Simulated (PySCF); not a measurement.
# One shape, several levels: triplet C2H3Br

Wanted: a comparison of 5 runs (UHF/3-21G, U-wB97X/aug-cc-pVDZ, UBHLYP/aug-cc-pVDZ, UM06-2X/aug-cc-pVDZ, USCS-MP2/aug-cc-pVDZ) of triplet C2H3Br. Input form: a Python script.

The results are computed with PySCF 2.14.0.

1 further run of the same task is left out (set aside as unsound or not needed).

## Step 1: The system as given

C2H3Br has 6 atoms, charge 0, and is taken as a triplet. SMILES of the parent species: `C=CBr`. Geometry: relaxed at PBE0-D4/def2-TZVP. That shape belongs to the parent species and isn't relaxed for this state.

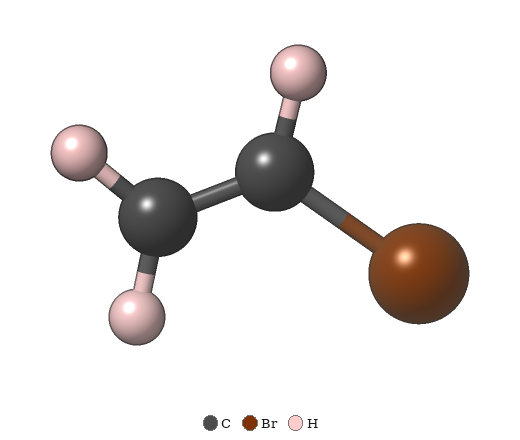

The structure, seen from a chosen angle (carbon dark grey, bromine brown, hydrogen pink).

## Step 2: The energy at UHF/3-21G (run 1)

Input file run.py:

```python
from pyscf import gto, scf

system = gto.Mole()
system.atom = [
    ('C', (-0.550460, 0.207600, -0.473000)),
    ('C', (0.418150, 0.025740, 0.403150)),
    ('Br', (1.201850, -1.649360, 0.746820)),
    ('H', (-0.963860, -0.603240, -1.059290)),
    ('H', (-0.955390, 1.202650, -0.619610)),
    ('H', (0.849720, 0.816610, 1.001930)),
]
system.basis = '3-21g'
system.max_memory = 1860
system.verbose = 4
system.spin = 2
system.build()

hf = scf.UHF(system)
hf.conv_tol = 1e-10
hf.kernel()
if not hf.converged:
    hf = hf.newton().run(hf.mo_coeff, hf.mo_occ)

energy = hf.e_tot
print(f'total energy: {energy:.8f} hartree')
```

Command:

```bash
$ OMP_NUM_THREADS=1 python run.py
```

Standard output:

```text
PySCF version 2.14.0

[... 41 lines left out ...]
WARN: HOMO 0.0578800247016218 >= LUMO -0.273044409479687
[... 54 lines left out ...]
converged SCF energy = -2636.94123001247  <S^2> = 2.0265125  2S+1 = 3.0176233
total energy: -2636.94123001 hartree
```

Run time: 0.85 s. Hardware: 1 thread of Arm Neoverse V1, shared host; peak memory 0.1 GiB.

## Step 3: A single-point energy at U-wB97X/aug-cc-pVDZ (run 2)

Input file calc.py:

```python
from pyscf import gto, dft

mol = gto.Mole()
mol.atom = '''
C   -0.550460   0.207600  -0.473000
C    0.418150   0.025740   0.403150
Br   1.201850  -1.649360   0.746820
H   -0.963860  -0.603240  -1.059290
H   -0.955390   1.202650  -0.619610
H    0.849720   0.816610   1.001930
'''
mol.max_memory = 1860
mol.verbose = 4
mol.spin = 2
mol.basis = 'aug-cc-pvdz'
mol.build()

mf = dft.UKS(mol, xc='wb97x')
mf.grids.level = 5
mf.conv_tol = 1e-10
mf.kernel()
if not mf.converged:
    mf = mf.newton().run(mf.mo_coeff, mf.mo_occ)

etot = mf.e_tot
print('E = %.10f Eh' % etot)
```

Command:

```bash
$ OMP_NUM_THREADS=1 python calc.py
```

Standard output:

```text
PySCF version 2.14.0

[... 54 lines left out ...]
WARN: HOMO -0.015442689048895 >= LUMO -0.288909515145686
[... 54 lines left out ...]
converged SCF energy = -2651.9715663616  <S^2> = 2.0101741  2S+1 = 3.0067751
E = -2651.9715663616 Eh
```

Run time: 67 s. Hardware: 1 thread of Arm Neoverse V1, shared host; peak memory 0.6 GiB.

Run 3 isn't shown in full; the table further down has it.

## Step 4: The energy at UM06-2X/aug-cc-pVDZ (run 4)

Input file input.py:

```python
from pyscf import gto, dft

mol = gto.Mole()
mol.atom = [
    ('C', (-0.550460, 0.207600, -0.473000)),
    ('C', (0.418150, 0.025740, 0.403150)),
    ('Br', (1.201850, -1.649360, 0.746820)),
    ('H', (-0.963860, -0.603240, -1.059290)),
    ('H', (-0.955390, 1.202650, -0.619610)),
    ('H', (0.849720, 0.816610, 1.001930)),
]
mol.basis = 'aug-cc-pvdz'
mol.verbose = 3
mol.charge = 0
mol.max_memory = 1860
mol.spin = 2
mol.build()

mf = dft.UKS(mol, xc='m06-2x')
mf.grids.level = 5
mf.conv_tol = 1e-10
mf.kernel()
if not mf.converged:
    mf = mf.newton().run(mf.mo_coeff, mf.mo_occ)

energy = mf.e_tot
print('E = %.10f Eh' % energy)
```

Command:

```bash
$ OMP_NUM_THREADS=1 python input.py
```

Standard output:

```text
WARN: HOMO -0.0416785519547656 >= LUMO -0.28947523176281

WARN: HOMO -0.155657431720176 >= LUMO -0.158676088735203

converged SCF energy = -2651.96957165563  <S^2> = 2.010623  2S+1 = 3.0070736
E = -2651.9695716556 Eh
```

Run time: 94 s. Hardware: 1 thread of Arm Neoverse V1, shared host; peak memory 0.63 GiB.

## Step 5: A single-point energy at USCS-MP2/aug-cc-pVDZ (run 5)

Input file calc.py:

```python
from pyscf import gto, mp

mol = gto.Mole()
mol.atom = [
    ('C', (-0.550460, 0.207600, -0.473000)),
    ('C', (0.418150, 0.025740, 0.403150)),
    ('Br', (1.201850, -1.649360, 0.746820)),
    ('H', (-0.963860, -0.603240, -1.059290)),
    ('H', (-0.955390, 1.202650, -0.619610)),
    ('H', (0.849720, 0.816610, 1.001930)),
]
mol.spin = 2
mol.max_memory = 1860
mol.basis = 'aug-cc-pvdz'
mol.verbose = 4
mol.charge = 0
mol.build()

hf = mol.UHF()
hf.conv_tol = 1e-10
hf.kernel()
if not hf.converged:
    hf = hf.newton().run(hf.mo_coeff, hf.mo_occ)

pt = mp.MP2(hf, frozen=11).run()
etot = hf.e_tot + 1.2 * pt.e_corr_os + pt.e_corr_ss / 3
print('E(%s) = %.9f' % ('SCS-MP2', etot))
```

Command:

```bash
$ OMP_NUM_THREADS=1 python calc.py
```

Standard output:

```text
PySCF version 2.14.0

[... 41 lines left out ...]
WARN: HOMO 0.0349365601513458 >= LUMO -0.259908929700515
[... 5 lines left out ...]
WARN: HOMO -0.138928624762384 >= LUMO -0.270406647314819
[... 58 lines left out ...]
converged SCF energy = -2649.72449453912  <S^2> = 2.0279627  2S+1 = 3.0185842
[... 1 line left out ...]
******** <class 'pyscf.mp.ump2.UMP2'> ********
nocc = (np.int64(15), np.int64(13)), nmo = (98, 98)
frozen orbitals 11
E(UMP2) = -2650.10008514538  E_corr = -0.375590606262456
E(SCS-UMP2) = -2650.08974202569  E_corr = -0.365247486570077
E_corr(same-spin) = -0.0986091241671574
E_corr(oppo-spin) = -0.276981482095299
E(SCS-MP2) = -2650.089742026
```

Run time: 7.5 s. Hardware: 1 thread of Arm Neoverse V1, shared host; peak memory 0.34 GiB.

## Step 6: All runs side by side

```
run                 level  integration grid  frozen core orbitals   energy (Eh)  dipole moment (D) of the reference  HOMO energy (eV)  LUMO energy (eV)  wall time
  1             UHF/3-21G                 –                     –  -2636.941230                                1.40             -6.91              0.92     0.85 s
  2   U-wB97X/aug-cc-pVDZ                 5                     –  -2651.971566                                0.91             -5.84             -2.50       67 s
  3    UBHLYP/aug-cc-pVDZ                 5                     –  -2651.913840                                1.06             -4.75             -3.36       43 s
  4   UM06-2X/aug-cc-pVDZ                 5                     –  -2651.969572                                1.02             -4.57             -3.60       94 s
  5  USCS-MP2/aug-cc-pVDZ                 –                    11  -2650.089742                                1.58             -6.97              0.19      7.5 s
```

## Step 7: Outcome

| quantity | value |
| --- | --- |
| run 5: total energy | -2650.08974 Eh |
| run 5: dipole moment (Hartree–Fock density) | 1.58 D |
| run 5: HOMO energy (Hartree–Fock orbitals) (highest over α and β) | -6.97 eV |
| run 5: LUMO energy (Hartree–Fock orbitals) (lowest over α and β) | 0.19 eV |
| run 5: correlation energy (11 core orbitals frozen) | -365.2 mEh |
| run 5: ⟨S²⟩ of the reference determinant | 2.028 |

In words: Over runs 1, 2, 3, 4 the dipole moment (its size) runs from 0.91 D (U-wB97X/aug-cc-pVDZ) to 1.40 D (UHF/3-21G). The two ends differ in method and basis. Totals of different functionals can't be ranked against each other. All runs together took 3.5 min, the longest 94 s.
